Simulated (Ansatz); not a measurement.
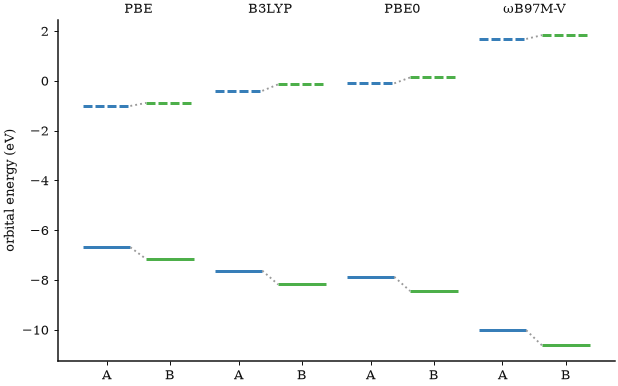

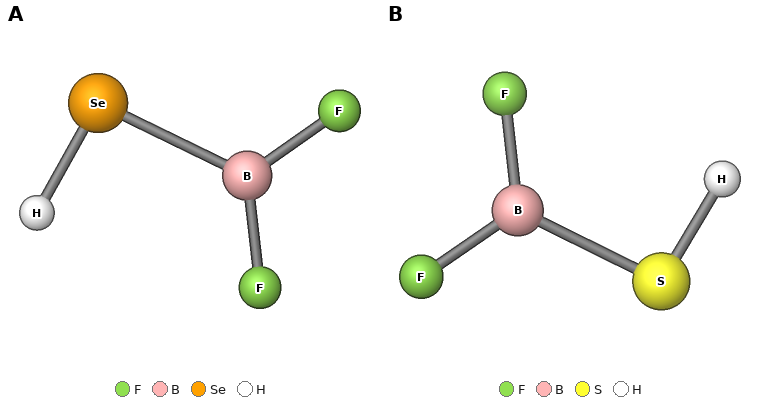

One change: A, BHSeF₂ (SMILES FB(F)[SeH]), becomes B, BHSF₂ (SMILES FB(F)S). SeH on B is replaced by SH. HOMO (solid) and LUMO (dashed) computed in def2-TZVPP at PBE0-D4/def2-TZVP geometries, both minima by their frequencies, gas phase, the Ansatz code. Empty levels above zero depend strongly on the basis.

Q: What does the change do to HOMO and LUMO?

A: PBE: the HOMO falls by 0.47 eV, the LUMO rises by 0.12 eV, and the separation goes from 5.68 to 6.27 eV. B3LYP: the HOMO falls by 0.55 eV, the LUMO rises by 0.26 eV, and the separation goes from 7.22 to 8.04 eV. PBE0: the HOMO falls by 0.57 eV, the LUMO rises by 0.23 eV, and the separation goes from 7.77 to 8.58 eV. ωB97M-V: the HOMO falls by 0.61 eV, the LUMO rises by 0.15 eV, and the separation goes from 11.70 to 12.46 eV.

Q: Do the functionals agree on the effect?

A: They agree on the direction for both levels; the HOMO shift lies between −0.61 and −0.47 eV and the LUMO shift between 0.12 and 0.26 eV, while the separations themselves differ by up to 6.2 eV between functionals.
